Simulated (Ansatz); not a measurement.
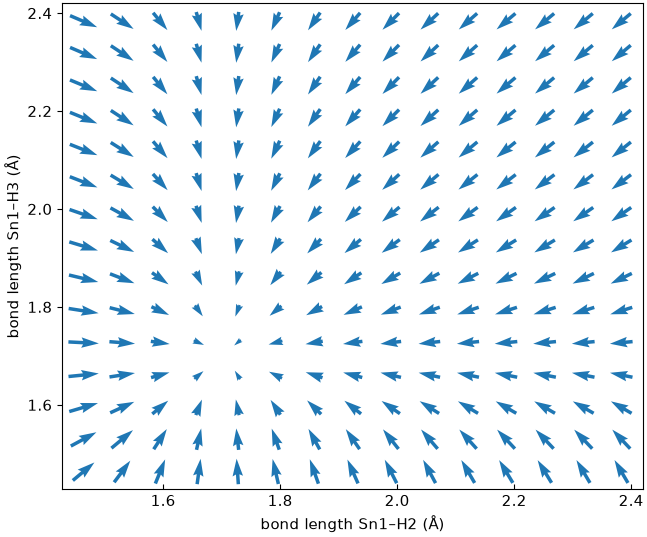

SnH4. The first coordinate is: bond length Sn1–H2; the second: bond length Sn1–H3. Nothing is relaxed (all other coordinates rigid). The grid has 15 × 15 points; 120 points were computed and 105 follow by symmetry. Points are written as (first, second). Computed with Ansatz, RKS r2SCAN-D4/def2-TZVP.

The picture shows arrows along the force (downhill), their lengths compressed.

Question: The arrows alone are given. Where is the energy lowest?

Answer: The arrows converge at about (1.702 Å, 1.702 Å) (read from the interpolated surface).

The energy map of the same scan:

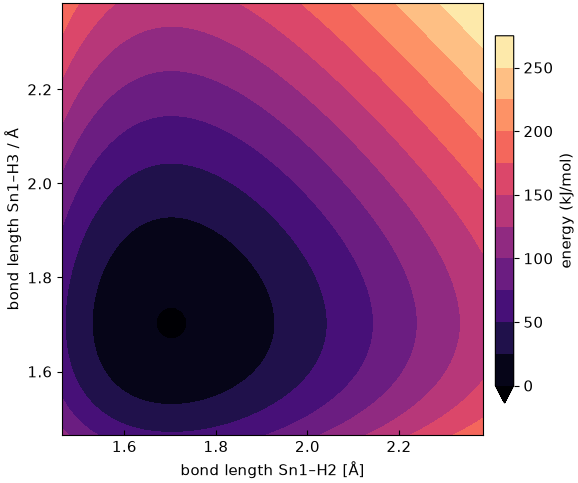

Energies are in kJ/mol, from the lowest grid point; between grid points the surface is interpolated.
